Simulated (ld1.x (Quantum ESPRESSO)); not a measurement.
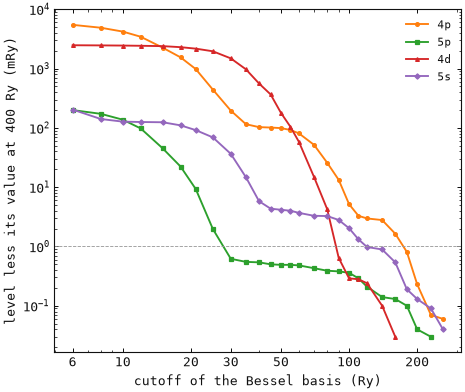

The pseudo-atom Hamiltonian at the reference potential is diagonalised in spherical Bessel functions (20 bohr box) up to the cutoff. Curves: distance of each valence level from its value at 400 Ry.

Input of ld1.x (Quantum ESPRESSO) 7.5:

```
 &input
   title='Sb', zed=51., rel=1, dft='BLYP', iswitch=3,
   config='[Kr] 4d10 5s2 5p3',
   nld=3, rlderiv=1.65, eminld=-9.0, emaxld=5.0, deld=0.04
 /
 &inputp
   pseudotype=2, tm=.true., lloc=0,
   nlcc=.true., new_core_ps=.true.,
   file_pseudopw='Sb.UPF', file_wfcaegen='ae.wfc', file_wfcncgen='nc.wfc', file_beta='beta', file_chi='chi'
 /
3
4P  2  1   6.00   0.00  1.05  1.05  0.0
4D  3  2  10.00   0.00  1.50  1.50  0.0
5S  1  0   2.00   0.00  1.40  1.40  0.0
 &test
   configts(1)='4p6 4d10 5s2 5p3'
 /
```

Command:
```bash
ld1.x < Sb.in > Sb.out
```

Functional and relativity: BLYP, scalar-relativistic.

Which occupied shell is the hardest?

4p: its level needs 180 Ry to come within 1 mRy, against 120 Ry for 5s.

What cutoffs are needed for 10 mRy and 1 mRy in the sum of levels?

180 Ry and 230 Ry, on the ladder of cutoffs that was run.

At which cutoff does each level come within 1 mRy for good?

4p: 180 Ry; 5p: 30 Ry; 4d: 90 Ry; 5s: 120 Ry.

The potential isn't sound: the pseudo-atom misses its own reference levels by up to 1.39 eV.
